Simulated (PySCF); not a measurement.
C3H7O3Si (SMILES C[C]([SiH2]O)C(=O)O) (doublet)

```csv
atom,x (Å),y (Å),z (Å)
C,1.1055,-1.2920,0.3332
C,0.1458,-0.2106,0.0399
Si,-1.5343,-0.5252,-0.7511
O,-2.3361,0.8594,-0.9363
C,0.5130,1.1299,0.3710
O,-0.1989,2.1171,0.1938
O,1.7450,1.2723,0.9158
H,1.3670,-1.2906,1.3938
H,0.7040,-2.2622,0.0574
H,2.0438,-1.1209,-0.1997
H,-1.2952,-1.1299,-2.0642
H,-2.2806,-1.4113,0.1459
H,-1.8817,1.6539,-0.6231
H,1.9019,2.2097,1.1016
```

Geometry: GFN2-xTB.

Method: UKS B3LYP, pcH-1 on C H O Si, non-relativistic, mean-field spin-orbit, GIAO (PySCF 2.14.0, density-fitted response routines).

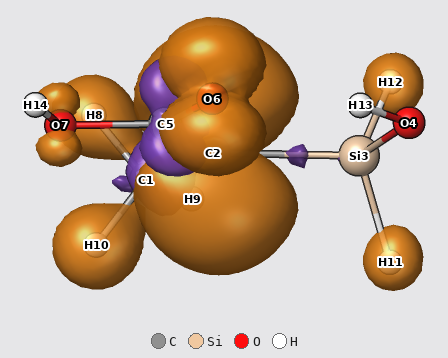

Figure 1. Isosurfaces of the spin density at +0.015 (orange) and −0.015 e/Å³ (purple), seen from one side.

Q: Which atoms carry the spin?

A: The unpaired spin (1 electron) lies mostly on C2 (about 0.5) and O6 (about 0.2), in electrons by Hirshfeld's partition.

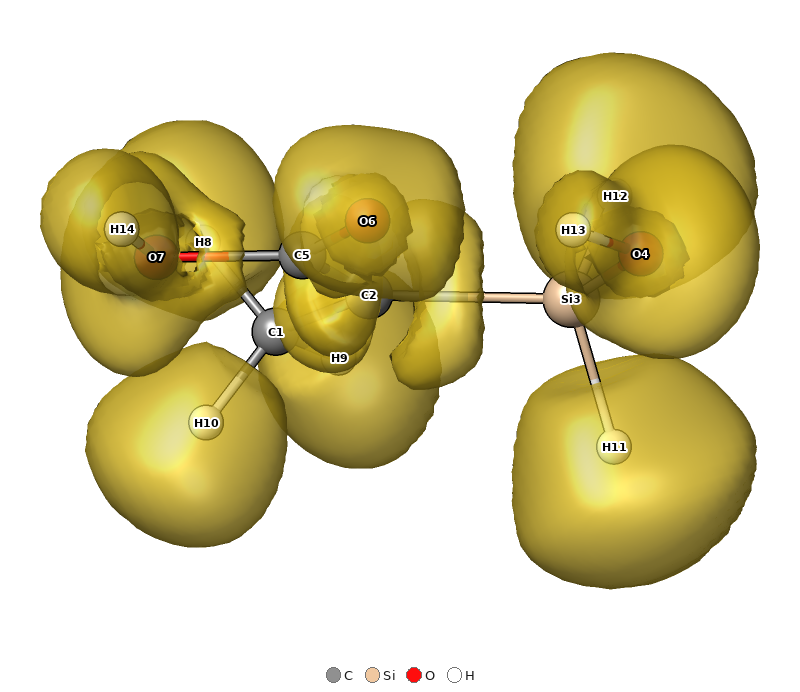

Figure 2. Isosurface of the ELF at 0.75 (yellow), seen from one side. Core shells and regions of very low density are left out.

Q: Describe the localisation domains.

A: The surface consists of two regions between bonded C–C atoms (shared pairs), one region between bonded C–Si atoms (shared pairs), five regions around hydrogen nuclei, one region on O in which the atom's valence shell and bonds are merged and two joined regions spread over several atoms (H, O), in which their bonds and any lone pairs are merged. Profiles from the grid: C–O (1.23 Å): the ELF peaks at about 0.85 between the atoms: a short, strongly polar bond. C–C (1.43 Å): the ELF peaks at about 0.95 between the atoms: a covalent bond.

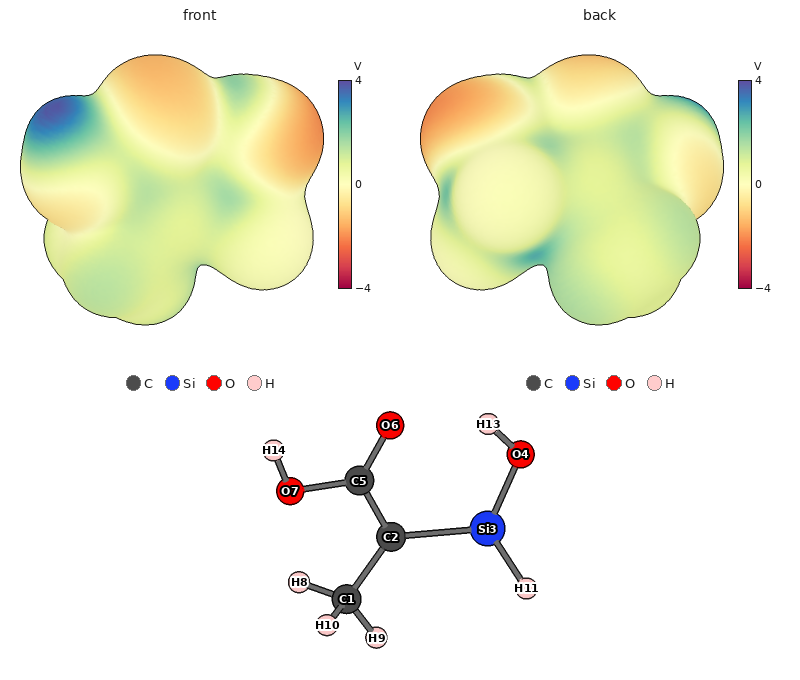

Figure 3. The electrostatic potential painted on the density surface at 0.004 e/bohr³, seen from the front and from behind; red is negative and blue positive. The bare structure is drawn below in the same view.

Q: Which sites attract a positive test charge, and which a negative one?

A: A positive charge is drawn to the negative regions and a negative charge to the positive ones. The most negative region (about −2.0 V) lies over O4, the most positive (about +3.7 V) over H14. O4 is the likeliest acceptor of a hydrogen bond.

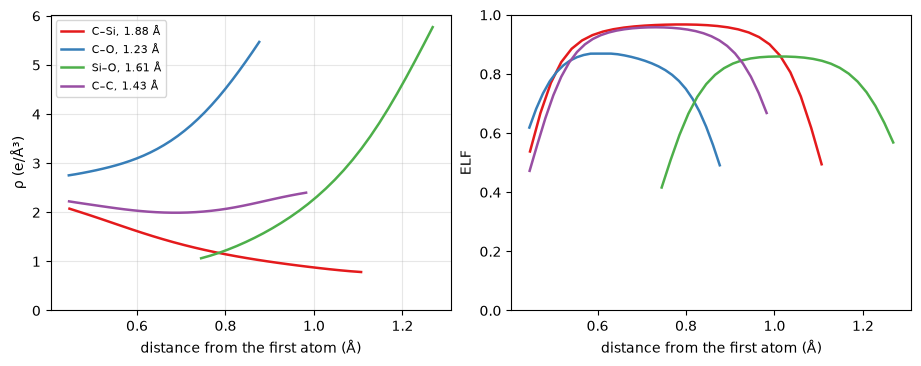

Figure 4. Total electron density and ELF along straight lines between neighbouring atoms. The curves leave out the atomic cores.

Q: What can be read from the curves?

A: C–Si (1.88 Å): ρ at the midpoint is about 0.94 e/Å³; the ELF peaks at about 0.95 between the atoms: a shared electron pair.
C–O (1.23 Å): ρ is about 3.2 e/Å³ halfway; the ELF peaks at about 0.85 between the atoms, as expected for a short, strongly polar bond.
Si–O (1.61 Å): ρ is about 1.2 e/Å³ halfway; the ELF peaks at about 0.85 between the atoms (a polar covalent bond).
C–C (1.43 Å): ρ at the midpoint is about 2 e/Å³; the ELF peaks at about 0.95 between the atoms: localised, covalent bonding.
